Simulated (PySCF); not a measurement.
Al(SeH)3, SMILES [SeH][Al]([SeH])[SeH] (H3AlSe3) at its PBE0/def2-SVP optimised geometry (Å):

```
7

Al     0.0625    -0.0792     0.0000
Se     0.1377    -2.3928     0.0000
H      1.6102    -2.3928     0.0000
Se    -1.9981     0.8874     0.4369
H     -1.5437     2.2128    -0.0139
Se     1.9981     1.1222    -0.4375
H      1.3881     2.3928    -0.0137
```

Method: PBE0/def2-TZVP (PySCF). Cells within 0.4 Å of a nucleus heavier than hydrogen are left out (blank, or x).

Map of the electron localisation function on the plane z = 0.0 Å:

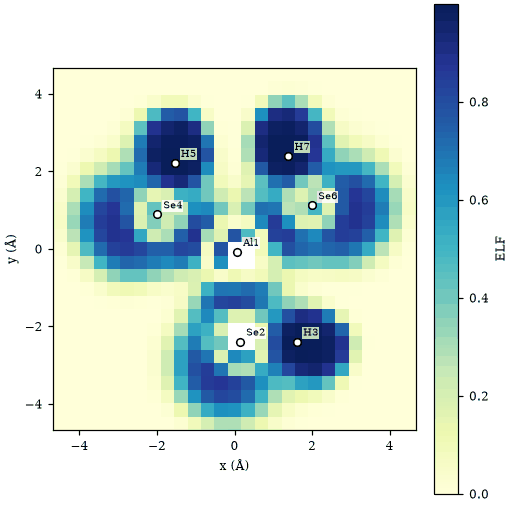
Figure. Electron localisation function on the plane z = 0.0 Å.
